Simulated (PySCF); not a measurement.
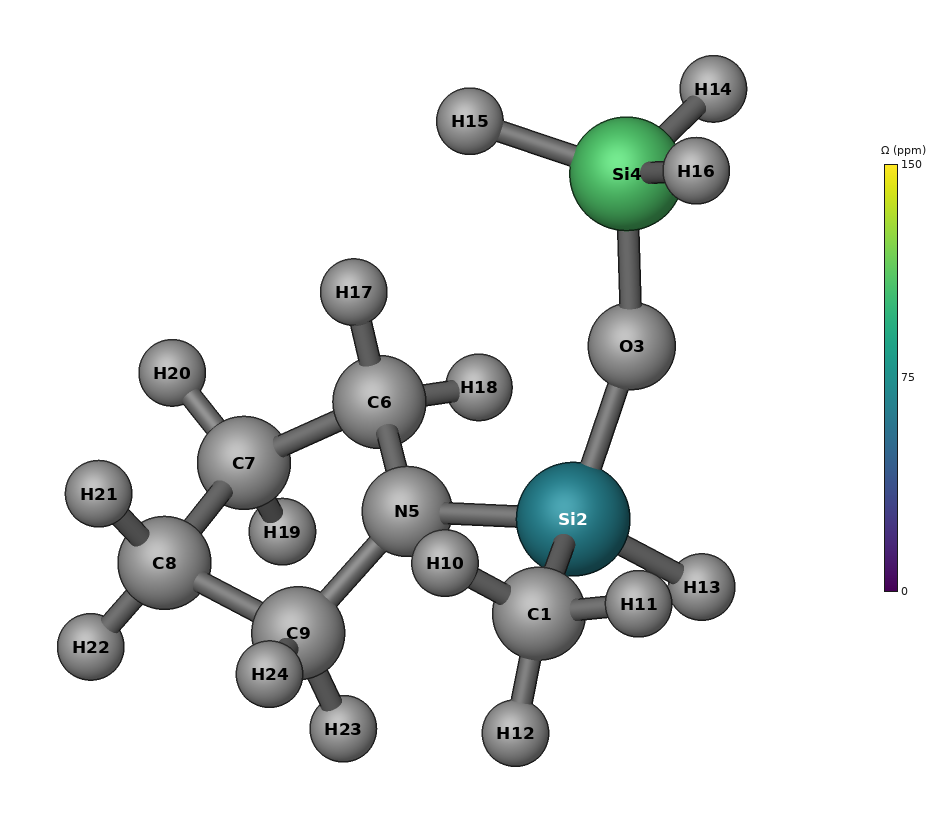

The Si atoms are coloured by the span of their shielding tensor. The geometry was computed by an optimisation with GFN2-xTB. No frequency run is at hand to confirm it as a minimum. Method: GIAO PBE0/pcSseg-1 NMR shielding, non-relativistic, gas phase (PySCF 2.14.0). Principal shieldings σ11 ≤ σ22 ≤ σ33, span Ω = σ33 − σ11, skew κ = 3(σiso − σ22)/Ω.

Question: Which Si atom has the most anisotropic shielding?

Answer: Si4, with a span of 109 ppm.

Give the shielding tensors of the Si atoms.

```tsv
atom	σ11	σ22	σ33	σiso	Ω	κ
Si2	338.0	379.2	403.2	373.5	65.2	−0.26
Si4	358.7	362.8	467.4	396.3	108.8	0.92
```

Shieldings and span in ppm.

The geometry is semi-empirical. Around Si such bond lengths and angles can be off by a tenth of an ångström or more and by several degrees, and values that hang on the shape move with them.
